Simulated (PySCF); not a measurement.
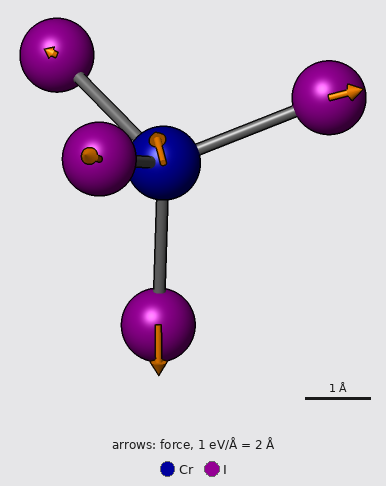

Starting geometry of CrI$_{4}$ (charge −2, multiplicity 5) with the computed forces as orange arrows. The picture is a ball-and-stick view, seen at a tilt.

The start comes from GFN2-xTB. Its atoms were then displaced at random by about 0.03 Å.

Method: PySCF, PBE0-D3(BJ)/def2-SVP geometry optimisation, gas phase. 

Is this structure relaxed? If not, where do the atoms go?

Answer. It isn't relaxed: the largest force vector, on the Cr atom, is 0.45 eV/Å. The final displacements have little in common with the starting forces (cosine between the two patterns 0.11). The energy falls by 0.201 eV in 12 geometry steps. An I atom moves most after the best rigid fit: 0.62 Å. Largest moves by element: I 0.62 Å, Cr 0.08 Å. Near-neighbour distances that change, for instance: Cr–I 2.650 → 2.777 Å, Cr–I 2.733 → 2.782 Å, Cr–I 2.809 → 2.780 Å, Cr–I 2.753 → 2.781 Å. Among the angles between lasting bonds that change: I–Cr–I 108.3° → 135.6°, I–Cr–I 112.5° → 135.0°, I–Cr–I 111.1° → 98.4°.

Limits of the set-up: the basis has no diffuse functions, which an anion needs.
